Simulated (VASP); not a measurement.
Hg₃SbAs

```cif
data_structure
_symmetry_space_group_name_H-M 'P 1'
_symmetry_Int_Tables_number 1
_cell_length_a 5.7452
_cell_length_b 5.7452
_cell_length_c 5.7452
_cell_angle_alpha 90.000
_cell_angle_beta 90.000
_cell_angle_gamma 90.000
_cell_volume 189.64
loop_
_atom_site_label
_atom_site_type_symbol
_atom_site_fract_x
_atom_site_fract_y
_atom_site_fract_z
_atom_site_occupancy
Sb1 Sb 0.00000 0.00000 0.00000 1
As1 As 0.50000 0.50000 0.50000 1
Hg1 Hg 0.50000 0.50000 0.00000 1
Hg2 Hg 0.50000 0.00000 0.50000 1
Hg3 Hg 0.00000 0.50000 0.50000 1
```

Space group Pm-3m; a generated structure, not necessarily the stable one; computed pressure about −6 GPa in this cell.

Theory: Kohn-Sham DFT of a periodic cell, PBEsol, VASP PAW PBE potentials, recommended (VASP).

Core electrons are frozen (PAW), and the valence fields are smoothed inside the atomic spheres.

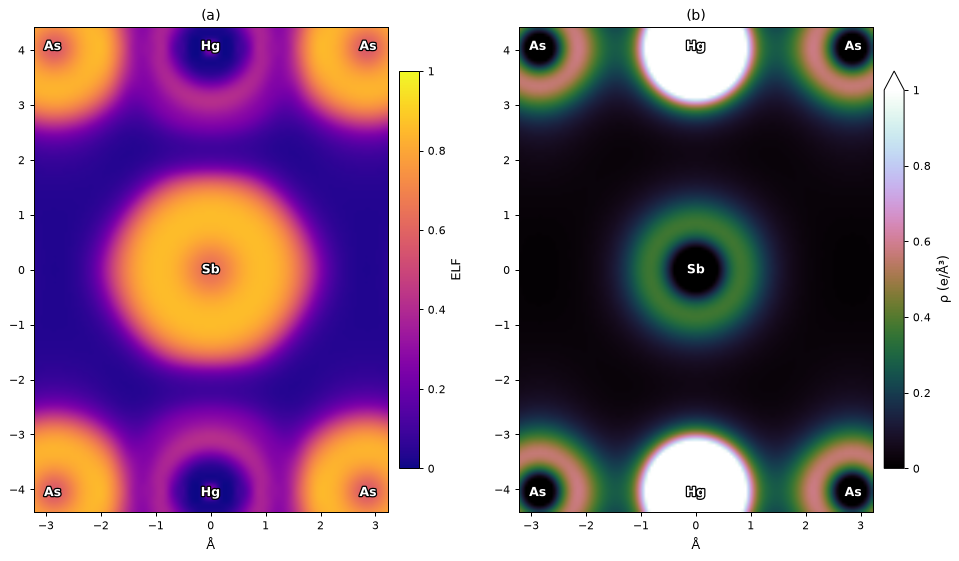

Figure 1. (a) ELF; (b) valence electron density on the (101̄) plane of the conventional cell.

Q: Interpret the plot.

A: Atoms in the plane: Sb, As and Hg. Hg–As (2.87 Å): ρ is about 0.28 e/Å³ halfway; the ELF is about 0.35 at the midpoint. Hg–Sb (4.06 Å): ρ at the midpoint is about 0.05 e/Å³; the ELF is about 0.15 at the midpoint (no localised pair shows between them). Between the atoms the lowest density in this plane is 0.01 e/Å³.

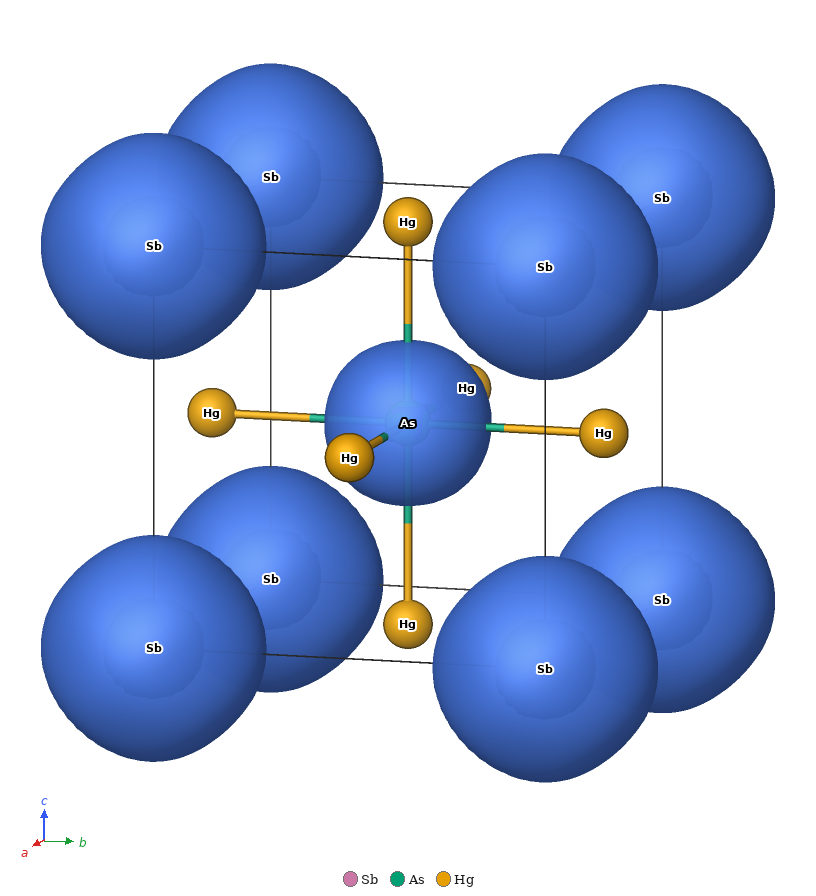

Figure 2. Isosurface of the ELF at 0.65 (blue), seen slightly off an axis. Core shells and regions of very low density are left out. Sticks mark near contacts.

Q: What do the ELF domains correspond to?

A: At this value the surface marks out one region wrapped around As (its valence shell) and one region wrapped around Sb (its valence shell), counted in one cell of 5 atoms. Regions shared between cells count once.
